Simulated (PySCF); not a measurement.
C10H10Fe, singlet at its GFN2-xTB optimised geometry (Å):

```
21

Fe    -0.0035     0.0142     0.0000
C      0.9472     1.9548     0.0000
C      1.6950     1.0735    -0.8136
C      2.1573     0.0142     0.0000
C      1.6951     0.2407     1.3164
C      0.9473     1.4402     1.3164
H      0.5132     2.8892    -0.3130
H      1.9296     1.2200    -1.8542
H      2.8053    -0.7866    -0.3132
H      1.9300    -0.3576     2.1802
H      0.5134     1.9142     2.1804
C     -2.1604    -0.0404     0.1209
C     -1.6305    -1.1575     0.8059
C     -0.9133    -1.9415    -0.1261
C     -0.9999    -1.3090    -1.3872
C     -1.7706    -0.1340    -1.2345
H     -2.8053     0.7118     0.5424
H     -1.8017    -1.4041     1.8400
H     -0.4432    -2.8892     0.0746
H     -0.6072    -1.6912    -2.3140
H     -2.0671     0.5344    -2.0249
```

Level of theory: PySCF with PBE0/def2-SVP. Cells within 0.4 Å of a nucleus heavier than hydrogen are left out (blank, or x).

Map of the electron localisation function on the plane z = 1.5 Å:

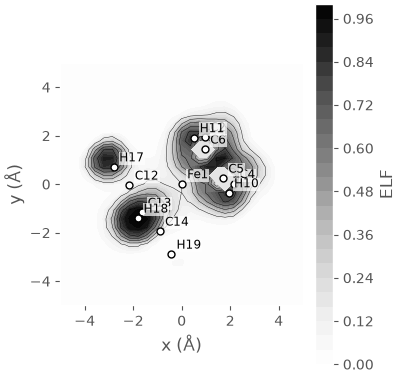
Electron localisation function on the plane z = 1.5 Å.
